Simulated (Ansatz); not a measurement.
# La3TlC (Pm-3m): following an unstable mode

Which phase does La3TlC (Pm-3m) fall into along its unstable mode, and how much energy does it gain?

Method: DFT PBEsol, scalar-relativistic, plane waves, PAW; PAW set soft_1, in Ansatz 0.2.0.

### 1. The starting structure

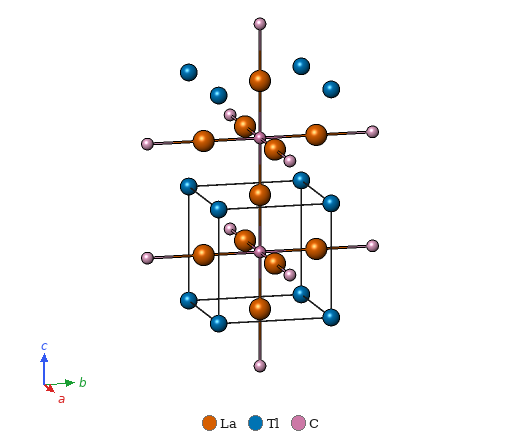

The starting structure, seen slightly off an axis (lanthanum orange, thallium blue, carbon pink). 1×1×2 cells are drawn. Some periodic images of atoms are drawn too.

### 2. The dispersion

The cell comes from relaxations at this level that are not shown. Stability and thermal properties need the whole zone. Linear response on a 2×2×2 q mesh gives force constants as far as a supercell of that size would.

input.yaml reads:

```yaml
crystal:
  lattice:
    - [5.1631067513, 0.0, 0.0]
    - [0.0, 5.1631067513, 0.0]
    - [0.0, 0.0, 5.1631067513]
  atoms:
    - { symbol: La, position: [0.5, 0.0, 0.5] }
    - { symbol: La, position: [0.0, 0.5, 0.5] }
    - { symbol: La, position: [0.5, 0.5, 0.0] }
    - { symbol: Tl, position: [0.0, 0.0, 0.0] }
    - { symbol: C, position: [0.5, 0.5, 0.5] }
kpoints:
  mp_grid: { grid: [8, 8, 8] }
hamiltonian:
  xc: pbesol
  pseudopotentials: { kind: paw, azcp: { folder: soft_1 }, xc_functional: pbe }
scf:
  occupations: { method: methfessel_paxton, width: 0.2 }
output:
  eigenvalues: true
phonons:
  method: dfpt
  qmesh: [2, 2, 2]
  temperatures: { t_max: 1000, t_step: 50 }
  qpath:
    path:
      - [[0.0, 0.0, 0.0], [0.0, 0.5, 0.0], [0.5, 0.5, 0.0], [0.0, 0.0, 0.0], [0.5, 0.5, 0.5], [0.0, 0.5, 0.0]]
      - [[0.5, 0.5, 0.5], [0.5, 0.5, 0.0]]
    npoints: 10
```

On the command line:

```bash
$ ansatz run input.yaml --threads 4 --pin off --max-ram 10240MiB --backend cpu --events-out ev --progress --plain --runs-dir out
```

Numbers of over 12 decimals in the logs are rounded to 6 here.

The program printed:

```text
Engine: ansatz 0.2.0, aarch64-unknown-linux-gnu
Pseudopotentials: kind: paw
Pseudopotential: La, paw, valence charge 11, recommended cutoff 420 eV (normal), soft_1/La.paw.azcp
Pseudopotential: Tl, paw, valence charge 13, recommended cutoff 420 eV (normal), soft_1/Tl.paw.azcp
Pseudopotential: C, paw, valence charge 4, recommended cutoff 420 eV (normal), soft_1/C.paw.azcp
Functional definition: PBEsol
  exchange = pbesol_x
  correlation = pbesol_c
Crystal: 5 atoms, lattice volume = 137.636 Å³
Basis set: ecut = 420 eV, 2721 PW (Γ), exchange–correlation on 72×72×72 points (8 copies of the dense FFT grid, shifted against one another)
Bands: 30, of which v1, the nominal top of the filled ones, is band 25 counted from 1 (24 counted from 0)
Symmetry: 48 space group operations
k-points: 35 of 512
Non-local potential: La, projectors of the file, l = 0: 3, l = 1: 2, l = 2: 2, l = 3: 3
Non-local potential: Tl, projectors of the file, l = 0: 2, l = 1: 2, l = 2: 2, l = 3: 1
Non-local potential: C, projectors of the file, l = 0: 2, l = 1: 2, l = 2: 1
PAW form: soft (Blöchl's): semilocal exchange-correlation on the pseudo side does not see the compensation charge
PAW frozen core: La, regenerated for the run's functional, and the local potential with it (the file was generated under x = pbe(κ = 0.804, μ = 0.219515), c = pbe(β = 0.066725))
PAW frozen core: Tl, regenerated for the run's functional, and the local potential with it (the file was generated under x = pbe(κ = 0.804, μ = 0.219515), c = pbe(β = 0.066725))
PAW frozen core: C, regenerated for the run's functional, and the local potential with it (the file was generated under x = pbe(κ = 0.804, μ = 0.219515), c = pbe(β = 0.066725))
PAW one-centre angular grid: La, 590 points (default); XC on 64 Gauss nodes
PAW one-centre angular grid: Tl, 590 points (default); XC on 64 Gauss nodes
PAW one-centre angular grid: C, 110 points (default); XC on 64 Gauss nodes
Initial density: superposition of atomic densities (chi_scale 0.1, normalization cell, long waves kept (reshape's long-wave potential 0.00 eV rms))
Initial wavefunctions: pseudopotential atomic-orbital guess
Functional: x = pbesol(κ = 0.804, μ = 0.123457), c = pbesol(β = 0.046)
SCF iter   1: F=—  HF=-30032.714279 eV  |F-HF|=—  |Δ(HF+E_count)|=         —  Δρ=5.15e-2  dr2=1.15e1  ethr=3.10e-3  ⟨swp⟩=4.9  Hψ=4517  notcnv=0
preconditioner: auto → Kerker (q_TF=auto, 2.305 Å⁻¹)  [metal: Δε(μ)=0.046 eV  Ē_g=10.708 eV  σ=0.200 eV  W_gap=0.19  n_scr=26 (ndim 8)  ℏωp=21.0 eV  f_vac=0.000  D(μ)=4.24/eV (n_scr^D=26)]
SCF iter   2: F=—  HF=-30030.649127 eV  |F-HF|=—  |Δ(HF+E_count)|=    2.07e0  S|Δr|=    0.00e0  Δρ=2.10e-2  dr2=1.80e0  ethr=3.10e-3  ⟨swp⟩=3.1  Hψ=2106  notcnv=0  defer=5
SCF iter   3: F=—  HF=-30030.282249 eV  |F-HF|=—  |Δ(HF+E_count)|=   3.67e-1  S|Δr|=    0.00e0  Δρ=9.19e-3  dr2=2.49e-1  ethr=3.10e-3  ⟨swp⟩=5.1  Hψ=6818  notcnv=0
automatic band count: the SCF goes on with 35 bands, as 30 were too few: they end inside the smearing window of the response
SCF iter   4: F=—  HF=-30030.224544 eV  |F-HF|=—  |Δ(HF+E_count)|=   5.77e-2  S|Δr|=    0.00e0  Δρ=1.98e-3  dr2=5.12e-3  ethr=4.99e-4  ⟨swp⟩=2.0  Hψ=1899  notcnv=0  defer=103
SCF iter   5: F=—  HF=-30030.224410 eV  |F-HF|=—  |Δ(HF+E_count)|=   1.34e-4  S|Δr|=    0.00e0  Δρ=6.94e-4  dr2=9.10e-4  ethr=1.02e-5  ⟨swp⟩=2.0  Hψ=2001  notcnv=0  defer=103
SCF iter   6: F=—  HF=-30030.224433 eV  |F-HF|=—  |Δ(HF+E_count)|=   2.36e-5  S|Δr|=    0.00e0  Δρ=2.91e-4  dr2=2.95e-4  ethr=1.82e-6  ⟨swp⟩=2.0  Hψ=1383  notcnv=0  defer=103
SCF iter   7: F=—  HF=-30030.224397 eV  |F-HF|=—  |Δ(HF+E_count)|=   3.68e-5  S|Δr|=    0.00e0  Δρ=7.19e-5  dr2=1.60e-5  ethr=5.90e-7  ⟨swp⟩=2.0  Hψ=1300  notcnv=0  defer=103
SCF iter   8: F=—  HF=-30030.224391 eV  |F-HF|=—  |Δ(HF+E_count)|=   5.32e-6  S|Δr|=    0.00e0  Δρ=1.70e-5  dr2=8.33e-7  ethr=3.20e-8  ⟨swp⟩=2.1  Hψ=1505  notcnv=0  defer=103
SCF iter   9: F=—  HF=-30030.224392 eV  |F-HF|=—  |Δ(HF+E_count)|=   7.64e-7  S|Δr|=    0.00e0  Δρ=7.18e-6  dr2=1.89e-7  ethr=1.67e-9  ⟨swp⟩=2.0  Hψ=1975  notcnv=0  defer=103
SCF iter  10: F=—  HF=-30030.224392 eV  |F-HF|=—  |Δ(HF+E_count)|=   2.55e-8  S|Δr|=    0.00e0  Δρ=1.69e-6  dr2=1.09e-8  ethr=3.78e-10  ⟨swp⟩=1.9  Hψ=1201  notcnv=0  defer=103
SCF iter  11: F=—  HF=-30030.224392 eV  |F-HF|=—  |Δ(HF+E_count)|=   1.65e-9  S|Δr|=    0.00e0  Δρ=3.13e-7  dr2=2.47e-10  ethr=2.18e-11  ⟨swp⟩=2.0  Hψ=1364  notcnv=0  defer=103
SCF iter  12: F=-30030.224392 eV  HF=-30030.224392 eV  |F-HF|=7.28e-12  |Δ(HF+E_count)|=  1.82e-11  S|Δr|=    0.00e0  Δρ=3.75e-8  dr2=1.19e-12  ethr=1.00e-12  ⟨swp⟩=16.5  Hψ=8530  notcnv=0
SCF 1 converged in 12 iterations: F = -30030.224392 eV  dr2 = 1.19e-12
  greatest PAW one-centre occupation: 0.971 electrons in one spin orbital (limit 2), on the La atom at site 2 (counted from 0), in its partial waves of l = 0
Initial density: read from a saved state, or passed on in memory by an earlier SCF of this step, an earlier step, the calling program or the single point that the run made first
iter 1 solved again at ethr=1.56e-7 eV; its pass at ethr=3.10e-3 eV (dr2=7.82e-5 eV) is discarded
SCF iter   1: F=—  HF=-30030.224393 eV  |F-HF|=—  |Δ(HF+E_count)|=         —  Δρ=5.30e-7  dr2=1.35e-10  ethr=1.56e-7  ⟨swp⟩=5.8  Hψ=8255  notcnv=0
eigensolver tolerance schedule: the retry pair's looser diagonalisation over-reported the residual by 580973.02 of it (diagonalisation noise at an unbounded share of the residual, at the tolerance the schedule requests for it); recorded, not acted on — ethr = c·dr2/N_el stays at c = 1.0e-1
preconditioner: auto → Kerker (q_TF=auto, 2.305 Å⁻¹)  [metal: Δε(μ)=0.024 eV  Ē_g=11.137 eV  σ=0.200 eV  W_gap=0.10  n_scr=26 (ndim 8)  ℏωp=21.0 eV  f_vac=0.000  D(μ)=3.99/eV (n_scr^D=26)]
SCF iter   2: F=—  HF=-30030.224392 eV  |F-HF|=—  |Δ(HF+E_count)|=   8.50e-7  S|Δr|=    0.00e0  Δρ=2.26e-7  dr2=2.81e-11  ethr=1.00e-12  ⟨swp⟩=4.2  Hψ=3762  notcnv=0
SCF iter   3: F=—  HF=-30030.224392 eV  |F-HF|=—  |Δ(HF+E_count)|=  1.46e-11  S|Δr|=    0.00e0  Δρ=1.56e-7  dr2=1.15e-11  ethr=1.00e-12  ⟨swp⟩=4.3  Hψ=2588  notcnv=0
SCF iter   4: F=-30030.224392 eV  HF=-30030.224392 eV  |F-HF|=1.09e-11  |Δ(HF+E_count)|=  1.82e-11  S|Δr|=    0.00e0  Δρ=1.06e-7  dr2=5.56e-12  ethr=1.00e-12  ⟨swp⟩=2.0  Hψ=2083  notcnv=0
SCF 2 converged in 4 iterations: F = -30030.224392 eV  dr2 = 5.56e-12
phonons: the bands overlap, so this run is a metal and interpolates without the dipole-dipole term. If the crystal is really an insulator or semiconductor, its LO-TO splitting is missing
NSCF: frozen V_eff on 35 k-points
WARN: eigensolver did not converge in 12 slots of this pass, the one above among them; of largest residual over every band (k=33): 1 band(s) unlocked (lowest unlocked band 34, counted from 0; max residual 3.17e-3 eV among the unlocked bands, 3.17e-3 eV over every band); of lowest unlocked band (k=1): band 34
NSCF: frozen V_eff on 125 k-points
DFPT response loops at q = (0, 0, 0) (fractional): preconditioner auto → Kerker (q_TF=auto, 2.305 Å⁻¹) (partly filled bands, converged f_vac=0.000); β = 1.00, the filter's whole step (`scf.mixing.beta` (0.50) is not read by the response loops under this deck's `scf.mixing.preconditioner`; to damp them name `kerker` or `kerker_dos`, under which they read `scf.mixing.beta`, and type it under 1.00, their step now; both keys bind the ground state too); Broyden in place of MSR1
NSCF: frozen V_eff on 250 k-points
DFPT response loops at q = (0, 0, -0.5) (fractional): mixed as the last ones told, above
NSCF: frozen V_eff on 250 k-points
DFPT response loops at q = (0, -0.5, -0.5) (fractional): mixed as the last ones told, above
NSCF: frozen V_eff on 250 k-points
DFPT response loops at q = (-0.5, -0.5, -0.5) (fractional): mixed as the last ones told, above
SCF converged after 12 iterations
Stability not checked: this state was not tested for a lower state beside it, because cold or Methfessel-Paxton smearing, or corrected tetrahedra, fill the levels in a way that the test cannot read (fill_not_monotonic; see scf.lower_state_search)
Free energy (F): -30030.224392 eV
Harris-Foulkes:  -30030.224392 eV  (|F-HF|=7.28e-12)
Internal energy: -30030.220714 eV  (E = F + TS)
E sigma→0 (E₀):  -30030.223472 eV
Entropy (-TS):   -0.003678 eV (-0.736 meV/atom)
Fermi energy:    11.180352 eV
--- Per-component energies (eV) ---
  E_band       = -71.651692
  E_kinetic    = 911.173836
  E_local      = -1827.044821  (includes V_loc(G=0)·N_el)
  E_nonlocal   = 606.996994
  E_hartree    = 663.064035
  E_xc         = -656.169163
  E_vxc        = -615.071287  (∫ρ·V_xc dr)
  E_paw        = -26122.304750  (= ΣΔE_a)
  E_vpaw       = -473.834454  (= ΣTr[D̂ρ^β])
  E_aug_tail   = -0.000030  (compensation charges beyond the density's cutoff)
  E_ewald      = -3606.503357
  E_core_change = 0.566542  (= ΣΔE_core)
  E_smearing   = -0.003678  (= −TS)
  E_closure    = -0.000000  (closes the sum)
  Σ components = -30030.224392   (vs F -30030.224392, Δ=0.00e0)
--- Band table (eV; the first three rows and the last of 35) ---
  k-point 0: bands = [... 21 lower, 10.7188, 10.7188, 10.7188, 11.2576, 11.2576, 11.2576, 12.2795, 12.2795, ... 6 higher]
  k-point 1: bands = [... 21 lower, 10.6748, 10.7475, 10.8474, 10.8939, 11.3101, 11.3101, 12.0588, 12.2415, ... 6 higher]
  k-point 2: bands = [... 21 lower, 10.6312, 10.6312, 10.8228, 11.2347, 11.2347, 11.2395, 12.0885, 12.3807, ... 6 higher]
  k-point 34: bands = [... 21 lower, 8.0626, 11.6316, 11.6316, 11.6316, 12.6576, 12.6576, 12.6576, 12.8522, ... 6 higher]
--- Phonons (Γ-DFPT): 4 representative perturbations + reference (Σ response iterations 13) ---
  ASR residual: 2.856e-5 → 0.000e0 eV/Å²; symmetrization residual: 1.604e-6 eV/Å²
  ASR residual per site (eV/Å²): 1.17e-5 1.17e-5 1.17e-5 2.30e-5 2.86e-5
  Γ frequencies (cm⁻¹): -151.12 -151.12 -151.12 -40.92 -40.92 -40.92 0.00 0.00 0.00 57.49 57.49 57.49 130.84 130.84 130.84
--- Phonons (arbitrary-q DFPT): 4 irreducible q on the 2×2×2 mesh ---
  q = [0.0000, 0.0000, 0.0000] (star 1, of the zone-centre solve; hermiticity 5.44e-7, symmetrization 2.81e-12): -151.12 -151.12 -151.12 -40.92 -40.92 -40.92 -0.00 -0.00 0.00 57.49 57.49 57.49 130.84 130.84 130.84
  q = [0.0000, 0.0000, -0.5000] (star 3, 9 solved perturbations in 975 linear systems a pass and spin channel, the states on 125 of 512 k-point pairs; hermiticity 2.56e-7, symmetrization 1.03e-8): -97.14 -97.14 45.11 45.11 58.64 58.91 66.94 66.94 70.35 70.35 87.61 130.06 130.06 130.85 377.55
  q = [0.0000, -0.5000, -0.5000] (star 3, 9 solved perturbations in 975 linear systems a pass and spin channel, the states on 125 of 512 k-point pairs; hermiticity 2.84e-7, symmetrization 4.61e-9): 14.18 55.16 55.16 56.09 66.29 66.29 70.89 70.89 98.94 104.91 109.06 153.72 242.96 371.08 371.08
  q = [-0.5000, -0.5000, -0.5000] (star 1, 4 solved perturbations in 350 linear systems a pass and spin channel, the states on 125 of 512 k-point pairs; hermiticity 1.52e-7, symmetrization 3.99e-10): -25.06 -25.06 -25.06 47.88 47.88 47.88 101.32 101.32 101.32 112.80 112.80 184.63 383.60 383.60 383.60
  sum rule: each row above includes the acoustic sum rule's correction from the zone centre's row sums; it moved no ω² by more than (0.80 cm⁻¹)²
  mesh force constants: q→R imaginary residual 2.49e-18; ASR residual 2.856e-5 → 0.000e0 eV/Å²; symmetrization residual 5.329e-15 eV/Å²
  interpolated dispersion: 62 rows × 15 modes
  density of states and harmonic sums: on the 12×12×12 q-mesh, interpolated from the force constants of a 2×2×2 supercell (no non-analytic term)
  largest difference from the sums on the solved wave vectors: F 3.68e-1 eV, S 4.91e-4 and C_V 1.25e-4 eV/K
  zero-point energy: 0.099098 eV/cell   skipped modes (ω ≤ 0): 102, of them read as no rigid motion or as one in doubt: 99 (8.154e-1 modes/cell left out, lowest -151.12 cm⁻¹)   left out of the sums: 5.45e-2 of the cell's modes: C_V's classical limit lies that fraction below 3 k_B per atom; for a crystal, a wire or a layer, F and S can be off by more, and a phonons.interpolated_qmesh denser along its periods is the remedy for the sampling
```

It took 7.8 min on 4 threads of Arm Neoverse V1, shared host; peak memory 2 GiB.

In the SCF lines HF is the Harris–Foulkes energy and dr2 the Hartree energy of the density residual, in eV; the loop may stop once dr2 is under the threshold and the program's other checks hold. Hψ counts applications of the Hamiltonian.

This step gave:

| Property | Result |
| --- | --- |
| volume per atom | 27.53 Å³ |
| gap on the k-mesh | 0 eV |
| sum-rule residual before enforcement | 2.86e-5 eV/Å² |
| lowest frequency on the path | -151.1 cm⁻¹ |
| point group | m-3m |
| highest frequency on the path or at a solved wavevector | 383.6 cm⁻¹ |
| highest optical mode at the zone centre (no LO-TO term) | 130.8 cm⁻¹ |
| lowest optical zone-centre mode | -151.1 cm⁻¹ |
| lowest mode on the q mesh (acoustic modes at Γ apart) | -151.1 cm⁻¹ |

Frequencies (cm⁻¹) solved at each irreducible wavevector; negative means imaginary. Frequencies by wavevector, by row:

| q in reciprocal lattice units | star | mode 1 | mode 2 | mode 3 | mode 4 | mode 13 | mode 14 | mode 15 |
| --- | --- | --- | --- | --- | --- | --- | --- | --- |
| 0 0 0 | 1 | -151.1 | -151.1 | -151.1 | -40.9 | 130.8 | 130.8 | 130.8 |
| 0 0 -0.5 | 3 | -97.1 | -97.1 | 45.1 | 45.1 | 130.1 | 130.8 | 377.6 |
| 0 -0.5 -0.5 | 3 | 14.2 | 55.2 | 55.2 | 56.1 | 243 | 371.1 | 371.1 |
| -0.5 -0.5 -0.5 | 1 | -25.1 | -25.1 | -25.1 | 47.9 | 383.6 | 383.6 | 383.6 |

Interpolated from a 2×2×2 q mesh. Phonon branches along the path, in cm⁻¹:

| point | branch 1 | branch 2 | branch 3 | branch 4 | branch 12 | branch 13 | branch 14 | branch 15 |
| --- | --- | --- | --- | --- | --- | --- | --- | --- |
| Γ | -151 | -151 | -151 | -41 | 58 | 131 | 131 | 131 |
| X | -97 | -97 | 45 | 45 | 130 | 130 | 131 | 378 |
| M | 14 | 55 | 55 | 56 | 154 | 243 | 371 | 371 |
| Γ | -151 | -151 | -151 | -41 | 58 | 131 | 131 | 131 |
| R | -25 | -25 | -25 | 48 | 185 | 384 | 384 | 384 |
| X | -97 | -97 | 45 | 45 | 130 | 130 | 131 | 378 |
| jump to R | -25 | -25 | -25 | 48 | 185 | 384 | 384 | 384 |
| M | 14 | 55 | 55 | 56 | 154 | 243 | 371 | 371 |

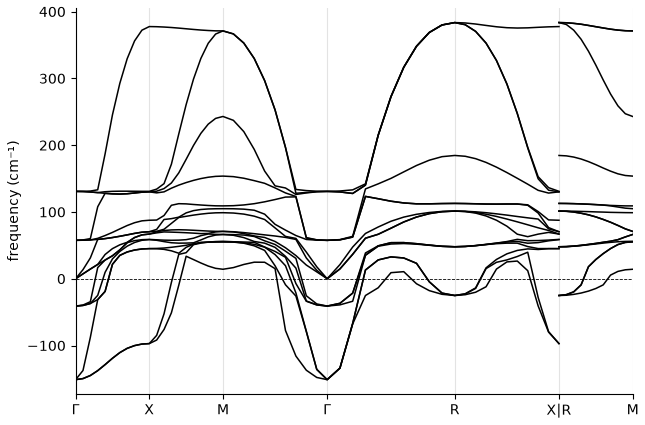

Phonon branches along the path.

Symmetry leaves 4 wavevectors to solve. The lowest mode among them, the acoustic zeros apart, lies at Γ and is imaginary, 151.1i cm⁻¹, so the energy falls along it.

### 3. The mode frozen in, largest atomic shift 0 Å

The mode followed lies at Γ with frequency 151.1i cm⁻¹ and is 3-fold degenerate, the softest among the wavevectors solved. At small amplitude the distorted cell has space group no. 99 by a symmetry search on the positions. The undistorted cell that holds it gives the zero of energy on the same k mesh.

input.yaml, the sections that differ from step 2:

```yaml
output:
  forces: true
  stress: true
  eigenvalues: true
# crystal, kpoints, hamiltonian, scf: as in step 2
# phonons: removed
```

The program printed:

```text
[...]
Crystal: 5 atoms, lattice volume = 137.636 Å³
Basis set: ecut = 420 eV, 2721 PW (Γ), exchange–correlation on 72×72×72 points (8 copies of the dense FFT grid, shifted against one another)
Bands: 30, of which v1, the nominal top of the filled ones, is band 25 counted from 1 (24 counted from 0)
Symmetry: 48 space group operations
[...]
k-points: 35 of 512
[...]
k-point 0: bands = [... 21 lower, 10.7187, 10.7187, 10.7187, 11.2575, 11.2575, 11.2575, 12.2795, 12.2795, ... 1 higher]
  k-point 1: bands = [... 21 lower, 10.6748, 10.7475, 10.8474, 10.8939, 11.3100, 11.3100, 12.0588, 12.2415, ... 1 higher]
  k-point 2: bands = [... 21 lower, 10.6312, 10.6312, 10.8228, 11.2347, 11.2347, 11.2395, 12.0885, 12.3807, ... 1 higher]
  k-point 34: bands = [... 21 lower, 8.0626, 11.6316, 11.6316, 11.6316, 12.6576, 12.6576, 12.6576, 12.8522, ... 1 higher]
[key lines of the parts left out:]
SCF converged after 10 iterations
Free energy (F): -30030.224392 eV
Fermi energy:    11.180337 eV
P = ⅓ Tr σ = -0.0002 GPa (-0.002 kbar)
```

It took 3.7 s on 4 threads; peak memory 0.53 GiB; 14 s of CPU time.

Numbers from this step:

- pressure: -1.93e-4 GPa
- energy from the undistorted cell: 0 meV/atom

The run ends at a pressure of 0.00 GPa.

### 4. The mode frozen in, largest atomic shift 0.14 Å

The atoms are moved along the unstable eigenvector, the largest shift by 0.14 Å, with the cell fixed.

input.yaml, the sections that differ from step 3:

```yaml
crystal:
  lattice:
    - [5.1631067513, 0.0, 0.0]
    - [0.0, 5.1631067513, 0.0]
    - [0.0, 0.0, 5.1631067513]
  atoms:
    - { symbol: La, position: [0.5, 0.0009008756, 0.5] }
    - { symbol: La, position: [0.0, 0.5005492147, 0.5] }
    - { symbol: La, position: [0.5, 0.5005492147, 0.0] }
    - { symbol: Tl, position: [0.0, 0.0002347067, 0.0] }
    - { symbol: C, position: [0.5, 0.4728845428, 0.5] }
# kpoints, hamiltonian, scf, output: as in step 3
```

The program printed:

```text
[...]
Crystal: 5 atoms, lattice volume = 137.636 Å³
Basis set: ecut = 420 eV, 2721 PW (Γ), exchange–correlation on 72×72×72 points (8 copies of the dense FFT grid, shifted against one another)
Bands: 30, of which v1, the nominal top of the filled ones, is band 25 counted from 1 (24 counted from 0)
Symmetry: 8 space group operations
[...]
k-points: 75 of 512 (time reversal used)
[...]
k-point 0: bands = [... 21 lower, 10.7037, 10.7105, 10.7165, 11.2440, 11.4312, 11.4312, 12.2821, 12.2903, ... 1 higher]
  k-point 1: bands = [... 21 lower, 10.5159, 10.7433, 10.8507, 11.1137, 11.3081, 11.4582, 12.0674, 12.2460, ... 1 higher]
  k-point 2: bands = [... 21 lower, 10.4455, 10.7386, 10.8041, 11.2269, 11.2484, 11.3796, 12.0941, 12.3686, ... 1 higher]
  k-point 74: bands = [... 21 lower, 8.1054, 11.6429, 11.6429, 11.6429, 12.6136, 12.6450, 12.6450, 12.8419, ... 1 higher]
[key lines of the parts left out:]
SCF converged after 9 iterations
Free energy (F): -30030.228172 eV
Fermi energy:    11.218151 eV
P = ⅓ Tr σ = 0.0362 GPa (0.362 kbar)
```

The job ended after 10 s (4 threads; peak memory 0.56 GiB).

This step gave:

- pressure: 0.03620 GPa
- energy from the undistorted cell: -0.826 meV/atom

The energy, extrapolated to zero smearing, is -0.83 meV/atom against the undistorted cell.

The run ends at a pressure of 0.04 GPa, with forces up to 0.053 eV/Å.

### 5. Energy along the mode, all amplitudes (two of the runs are shown above)

An imaginary frequency means negative curvature, so the energy should fall and then rise again as anharmonic terms take over.

This step gave:

```
depth at the lowest point sampled  : 0.826 meV/atom
largest atomic shift at that point : 0.14 Å
```

The energy from the parent by largest atomic shift:

| largest atomic shift (Å) | energy from the parent (meV/atom) |
| --- | --- |
| 0.000 | 0 |
| 0.040 | -0.16 |
| 0.080 | -0.529 |
| 0.140 | -0.826 |
| 0.220 | 1.68 |
| 0.320 | 16.8 |

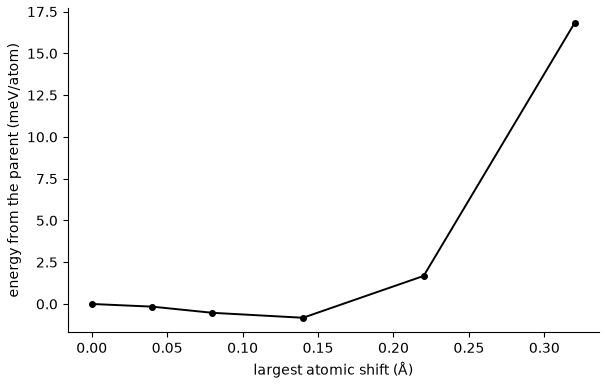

Energy from the parent, plotted against largest atomic shift.

Displacement at unit largest shift by atom:

| atom | x (Å) | y (Å) | z (Å) | size |
| --- | --- | --- | --- | --- |
| La1 | 0.00 | 0.03 | 0.00 | 0.03 |
| La2 | 0.00 | 0.02 | 0.00 | 0.02 |
| La3 | 0.00 | 0.02 | 0.00 | 0.02 |
| Tl4 | 0.00 | 0.01 | 0.00 | 0.01 |
| C5 | 0.00 | -1.00 | 0.00 | 1.00 |

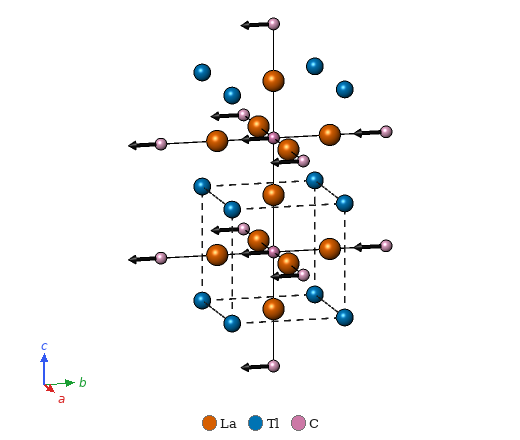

Displacement at unit largest shift as arrows, the longest 1 Å. 1×1×2 cells are drawn. Some periodic images of atoms are drawn too.

The lowest of the steps tried is at 0.14 Å, 0.826 meV/atom below the parent; the bottom of the well need not coincide with a step.

[end of part 1 of 2]

[Logs are printed without paths, hosts, clocks, repeated set-up lines and the standing remarks that a program may print on its own settings, such as how far it seeks lower states.]

[Hosts, paths, dates, database ids (printed as entryN), source tags and the programs' standing remarks are cut or masked in the printed files.]
